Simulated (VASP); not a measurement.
Band structure of MoS2 (2H layered). Level of theory: modified Becke-Johnson potential (mBJ), VASP's PBE PAW potentials (set 64) (plane waves; VASP 6.6.1).

mBJ is a potential without an energy functional, so only the levels count. Without a dispersion term in the relaxation, distances and binding between the weakly bound layers, chains or molecules are unreliable, and so is what depends on them.

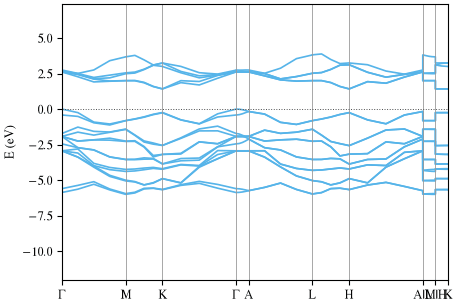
Figure: Bands along high-symmetry lines, zero at the valence-band maximum or, without a gap, the Fermi level

Q: Read the plot: is there a gap, and where are the band edges?

A: The gap is indirect, 1.42 eV, from the valence maximum at Γ to the conduction minimum at K.

Measured: gap 1.29 eV (computed value off by +0.13 eV), as given by Wei Chen et al., Physical Review Materials (2018), doi:10.1103/physrevmaterials.2.073803.

The compound is MoS2 in the 2H layered structure. It was relaxed first, which changed the volume by +15 %. The cell's shape comes from a PBE relaxation.
